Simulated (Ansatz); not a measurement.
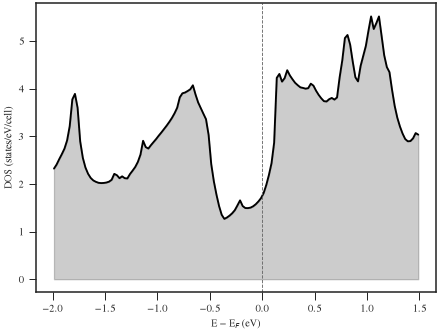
Density of states of Ti (P6_3/mmc) near the Fermi level, PBEsol, rigid bands run with Ansatz (a program for electronic structure).

Task: With 2 atoms a cell, what bare Sommerfeld coefficient γ = (π²/3) k_B² N(E_F) follows?

Result: N(E_F) ≈ 1.82 states/eV a cell at 300 K, so γ ≈ 2.1 mJ/(mol of atoms·K²), before many-body enhancement (phonons, spin fluctuations, correlation).

Task: How far does the Fermi level move in a rigid band for 0.1 electron a cell added or removed?

Result: 50 meV and -59 meV.

A metal at this level (no band gap); rigid bands, thermally averaged at 300 K, both spins. Spin-orbit coupling is left out. Geometry: cell and atoms relaxed with PBEsol.
